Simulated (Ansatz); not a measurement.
Start from ZrS2 in the CdI2 type structure (space group P-3m1, No. 164; a = 3.6348 Å, c = 5.7197 Å; layered, stacked along the Cartesian z axis). Axes: x lies along a and z along c of the hexagonal cell.

One thing is altered: tensile biaxial strain of 0.50 % in the plane normal to [001], as in epitaxy on a mismatched substrate; the out-of-plane cell vector and the atoms relax.

Method: Kohn–Sham DFT with the PBE-D3(BJ) functional, run in Ansatz (a first-principles code) with PAW and 420 eV plane waves, no SOC.

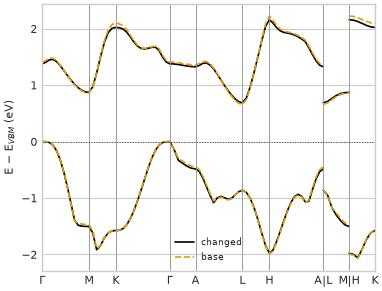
Highest valence and lowest conduction band along the path, each from its own valence-band maximum

The gap is 0.69 eV, indirect, Γ → L; the base has 0.66 eV.

Stability against distortions was not tested.
